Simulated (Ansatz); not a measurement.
**SiNF+ (quartet): one geometry, many settings**

What do other methods and options give for SiNF+ (quartet) at this geometry, and how long do they take?

The runs use Ansatz 0.2.0, Gaussian basis; the settings change from run to run.

33 further runs of the same task are left out: 5 for a known fault of the program, 13 that didn't finish, 15 set aside as unsound or not needed.

**1. What is computed**

The geometry is a PBE0/def2-TZVP stationary point (not a proven minimum) of the parent state, kept for this charge and spin.

3 atoms, charge 1, spin multiplicity 4.

Atoms are counted from 1 here; the program's logs count them from 0.

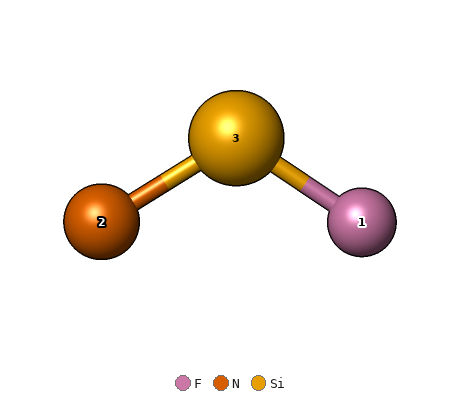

The structure; fluorine pink, nitrogen orange, silicon amber; atoms are numbered from 1 in the order of the file.

Coordinates:

```
atom    x (Å)     y (Å)     z (Å)
  F1  0.00000   0.36338   1.25096
  N2  0.00000   0.45859  -1.48842
 Si3  0.00000  -0.47452  -0.10391
```

**2. BCCD(T) on UHF/cc-pVDZ**

in.yaml

```yaml
crystal:
  periodic: [false, false, false]
  atoms:
    - {symbol: F, position_ang: [0.000000, 0.363379, 1.250957]}
    - {symbol: N, position_ang: [0.000000, 0.458595, -1.488424]}
    - {symbol: Si, position_ang: [0.000000, -0.474516, -0.103907]}
basis:
  gaussian: {orbitals: cc-pVDZ}
total_charge: 1
magnetization: {spin_polarized: true, initial_magnetization: 3}
correlation: {method: bccd_t, electrons: valence}
scf: {lower_state_search: full}
output: {forces: true}
```

On the command line:

```sh
ansatz run in.yaml --threads 1 --pin off --events-out ev --progress --plain --max-ram 2393MiB
```

The program printed (excerpt; [...] marks lines left out):

```text
Functional definition: HF
  name "HF"
  cite "Fock, Z. Phys. 61, 126 (1930) doi:10.1007/BF01340294"
  parent pbe
[...]
450 factors; integrals over basis functions are off by at most 6.4e-4 eV
[...]
mean field -12039.34137766 eV, -442.4376350704 hartree, gradient 3.8e-6 eV, S^2 3.772351; 11 other end points of the search recorded, 0 dependent functions left out
determinant -12039.34137766 eV, -442.4376350704 hartree, with singles and doubles -12049.20707009 eV, -442.8001925799 hartree
determinant -12037.56655342 eV, -442.3724114824 hartree, with singles and doubles -12047.38470007 eV, -442.7332217168 hartree
determinant -12037.10070481 eV, -442.3552918620 hartree, with singles and doubles -12046.88225578 eV, -442.7147572299 hartree
7 core orbitals not correlated: weight in the atoms' cores, before any rotation towards them, 1.000 or more for the frozen orbitals, at most 0.000 for the correlated occupied ones
reference -12039.34137766 eV, -442.4376350704 hartree; 9, 6 occupied and 30, 33 virtual orbitals, 450 factors
second order -9.19411652 eV of doubles, -0.00000000 eV of singles
cycle   1  -9.82458610 eV  change    4.1e-2 eV  update   1.8e-2
[...]
cycle  16  -9.82907486 eV  change   -7.0e-7 eV  update   5.7e-7
perturbative correction -0.30379906 eV, -0.0111644094 hartree
[...]
Total energy: -12049.47425157 eV, -442.8100113183 hartree
Atom 0 at     0.000000     0.363379     1.250957 Å, force     0.000000     0.389838     0.344312 eV/Å
Atom 1 at     0.000000     0.458595    -1.488424 Å, force    -0.000000     3.324538    -4.675970 eV/Å
Atom 2 at     0.000000    -0.474516    -0.103907 Å, force    -0.000000    -3.714376     4.331658 eV/Å
Dipole moment:     0.000000    -0.497201    -0.378399 e Å
```

It took 9 s on 1 thread of Arm Neoverse V1, shared host.

From the report: ⟨S²⟩ of the determinant 3.772 (pure quartet: 3.75); correlation -10.1329 eV; largest double amplitude 0.06.

**3. CASSCF(3,6)/cc-pVDZ**

Edit in.yaml of step 2 so:

```diff
@@ -9,5 +9,5 @@
 total_charge: 1
-magnetization: {spin_polarized: true, initial_magnetization: 3}
-correlation: {method: bccd_t, electrons: valence}
-scf: {lower_state_search: full}
+magnetization: {spin_polarized: false, initial_magnetization: 3}
+correlation: {active_space: {window: {electrons: 3, orbitals: 6}}}
+accuracy: high
 output: {forces: true}
```

The command is unchanged.

The program printed (excerpt; [...] marks lines left out):

```text
Functional definition: HF
  name "HF"
  cite "Fock, Z. Phys. 61, 126 (1930) doi:10.1007/BF01340294"
  parent pbe
[...]
928 factors; integrals over basis functions are off by at most 3.1e-9 eV
[...]
mean field -12039.11669899 eV, -442.4293782816 hartree, gradient 1.3e-8 eV, S^2 3.750000; 2 other end points of the search recorded, 0 dependent functions left out
reference -12039.11669899 eV, -442.4293782816 hartree; 16, 13 occupied and 30, 33 virtual orbitals, 928 factors
state -12039.35479804 eV, -442.4381282602 hartree
[...]
Total energy: -12039.35479804 eV, -442.4381282602 hartree
Atom 0 at     0.000000     0.363379     1.250957 Å, force     0.000000    -0.402288    -0.639553 eV/Å
Atom 1 at     0.000000     0.458595    -1.488424 Å, force    -0.000000     2.405931    -3.579659 eV/Å
Atom 2 at     0.000000    -0.474516    -0.103907 Å, force     0.000000    -2.003643     4.219212 eV/Å
Dipole moment:     0.000000    -0.679341    -0.356033 e Å
```

It took 2.4 s on 1 thread of Arm Neoverse V1, shared host.

From the report: 20 determinants; active occupations 1.00, 1.00, 1.00, 0.00, 0.00, 0.00.

**4. CASSCF(9,7)/cc-pVDZ**

Edit in.yaml of step 3 so:

```diff
@@ -10,4 +10,3 @@
 magnetization: {spin_polarized: false, initial_magnetization: 3}
-correlation: {active_space: {window: {electrons: 3, orbitals: 6}}}
+correlation: {active_space: {window: {electrons: 9, orbitals: 7}, states: [{multiplicity: 4, weights: [0.5, 1, 1, 1]}]}}
 accuracy: high
-output: {forces: true}
```

The command is unchanged.

The program printed:

```text
Functional definition: HF
  name "HF"
  cite "Fock, Z. Phys. 61, 126 (1930) doi:10.1007/BF01340294"
  parent pbe
  exchange = exact_x
  correlation = 0
928 factors; integrals over basis functions are off by at most 3.1e-9 eV
mean field evaluation 1: about -12033.6942 eV, gradient 5.2e1 eV
mean field evaluation 2: about -12033.7688 eV, gradient 5.2e1 eV
mean field evaluation 4: about -12038.9574 eV, gradient 4.2e0 eV
mean field evaluation 8: about -12039.1058 eV, gradient 5.9e-1 eV
mean field evaluation 16: about -12039.1167 eV, gradient 2.2e-8 eV
mean field -12039.11669899 eV, -442.4293782816 hartree, gradient 1.3e-8 eV, S^2 3.750000; 2 other end points of the search recorded, 0 dependent functions left out
reference -12039.11669899 eV, -442.4293782816 hartree; 16, 13 occupied and 30, 33 virtual orbitals, 928 factors
state -12039.27166793 eV, -442.4350732851 hartree
state -12037.84596979 eV, -442.3826798449 hartree
state -12036.90893033 eV, -442.3482442799 hartree
state -12035.00467193 eV, -442.2782640744 hartree
Total energy: -12036.97011601 eV, -442.3504928119 hartree
```

Run time: 4.8 s. Hardware: 1 thread of Arm Neoverse V1, shared host.

From the report: 245 determinants; active occupations (of the averaged states) 2.00, 1.99, 1.29, 1.27, 1.20, 1.14, 0.12.

**5. BCCD(T) on ROHF/cc-pVDZ**

Edit in.yaml of step 4 so:

```diff
@@ -10,3 +10,2 @@
 magnetization: {spin_polarized: false, initial_magnetization: 3}
-correlation: {active_space: {window: {electrons: 9, orbitals: 7}, states: [{multiplicity: 4, weights: [0.5, 1, 1, 1]}]}}
-accuracy: high
+correlation: {method: bccd_t, electrons: valence}
```

Launched as before.

The program printed (excerpt; [...] marks lines left out):

```text
Functional definition: HF
  name "HF"
  cite "Fock, Z. Phys. 61, 126 (1930) doi:10.1007/BF01340294"
  parent pbe
[...]
450 factors; integrals over basis functions are off by at most 6.4e-4 eV
[...]
mean field -12039.11652814 eV, -442.4293720028 hartree, gradient 1.1e-6 eV, S^2 3.750000; 4 other end points of the search recorded, 0 dependent functions left out
[...]
determinant -12039.11652814 eV, -442.4293720028 hartree, with singles and doubles -12049.19149156 eV, -442.7996200794 hartree
determinant -12037.38524380 eV, -442.3657484767 hartree, with singles and doubles -12047.37971658 eV, -442.7330385772 hartree
determinant -12036.92477113 eV, -442.3488264182 hartree, with singles and doubles -12046.86533511 eV, -442.7141354068 hartree
7 core orbitals not correlated: weight in the atoms' cores, before any rotation towards them, 1.000 or more for the frozen orbitals, at most 0.000 for the correlated occupied ones
reference -12039.11652814 eV, -442.4293720028 hartree; 9, 6 occupied and 30, 33 virtual orbitals, 450 factors
second order -9.28545044 eV of doubles, -0.12434370 eV of singles
cycle   1  -10.04691960 eV  change    2.8e-2 eV  update   2.2e-2
[...]
cycle  13  -10.05223556 eV  change   -1.5e-6 eV  update   7.0e-6
perturbative correction -0.30382171 eV, -0.0111652419 hartree
Total energy: -12049.47258541 eV, -442.8099500880 hartree
```

It took 3.7 s on 1 thread of Arm Neoverse V1, shared host.

From the report: correlation -10.3561 eV; largest double amplitude 0.06.

**6. BCCD on ROHF/cc-pVDZ**

Edit in.yaml of step 5 so:

```diff
@@ -10,2 +10,3 @@
 magnetization: {spin_polarized: false, initial_magnetization: 3}
-correlation: {method: bccd_t, electrons: valence}
+correlation: {method: bccd, electrons: valence}
+output: {forces: true}
```

The command is unchanged.

The program printed (excerpt; [...] marks lines left out):

```text
Functional definition: HF
  name "HF"
  cite "Fock, Z. Phys. 61, 126 (1930) doi:10.1007/BF01340294"
  parent pbe
[...]
450 factors; integrals over basis functions are off by at most 6.4e-4 eV
[...]
mean field -12039.11652814 eV, -442.4293720028 hartree, gradient 1.1e-6 eV, S^2 3.750000; 4 other end points of the search recorded, 0 dependent functions left out
[...]
determinant -12039.11652814 eV, -442.4293720028 hartree, with singles and doubles -12049.19149156 eV, -442.7996200794 hartree
determinant -12037.38524380 eV, -442.3657484767 hartree, with singles and doubles -12047.37971658 eV, -442.7330385772 hartree
determinant -12036.92477113 eV, -442.3488264182 hartree, with singles and doubles -12046.86533511 eV, -442.7141354068 hartree
7 core orbitals not correlated: weight in the atoms' cores, before any rotation towards them, 1.000 or more for the frozen orbitals, at most 0.000 for the correlated occupied ones
reference -12039.11652814 eV, -442.4293720028 hartree; 9, 6 occupied and 30, 33 virtual orbitals, 450 factors
second order -9.28545044 eV of doubles, -0.12434370 eV of singles
cycle   1  -10.04691966 eV  change    2.8e-2 eV  update   2.2e-2
[...]
cycle  16  -10.05223598 eV  change   -8.1e-7 eV  update   7.2e-7
[...]
Total energy: -12049.16876412 eV, -442.7987848614 hartree
Atom 0 at     0.000000     0.363379     1.250957 Å, force     0.000000     0.214627     0.091455 eV/Å
Atom 1 at     0.000000     0.458595    -1.488424 Å, force    -0.000000     3.260243    -4.607922 eV/Å
Atom 2 at     0.000000    -0.474516    -0.103907 Å, force    -0.000000    -3.474870     4.516468 eV/Å
Dipole moment:     0.000000    -0.526465    -0.387510 e Å
```

Run time: 7 s. Hardware: 1 thread of Arm Neoverse V1, shared host.

From the report: correlation -10.0522 eV; largest double amplitude 0.06.

**7. The runs in one table**

Where basis and cores are those of an earlier UCCSDT(Q)/cc-pVDZ run (-12049.5338 eV), and the state is the same kind, the miss against it is given.

```
                                       level  correlated  functions  energy (eV)  from UCCSDT(Q) (meV)   time
                      BCCD(T) on UHF/cc-pVDZ     valence         46  -12049.4743                  59.6    9 s
                         CASSCF(3,6)/cc-pVDZ                     46  -12039.3548               10179.0  2.4 s
CASSCF(9,7)/cc-pVDZ (mean of several states)                     46  -12036.9701                        4.8 s
                     BCCD(T) on ROHF/cc-pVDZ     valence         46  -12049.4726                  61.2  3.7 s
                        BCCD on ROHF/cc-pVDZ     valence         46  -12049.1688                 365.1    7 s
```

**8. Results**

| quantity | value |
| --- | --- |
| runs | 5 |
| quickest | CASSCF(3,6)/cc-pVDZ, 2.4 s |
| slowest | BCCD(T) on UHF/cc-pVDZ, 9 s |

**Reading.** Total energies in different bases, with other cores or another treatment of relativity can't be set against each other. BCCD(T) on UHF/cc-pVDZ took 4 times as long as CASSCF(3,6)/cc-pVDZ; the jobs differ in more than the method. Among the correlated runs with a miss given, it spans +60 to +365 meV. Hartree-Fock, CASSCF and CASCI lack dynamic correlation by design.
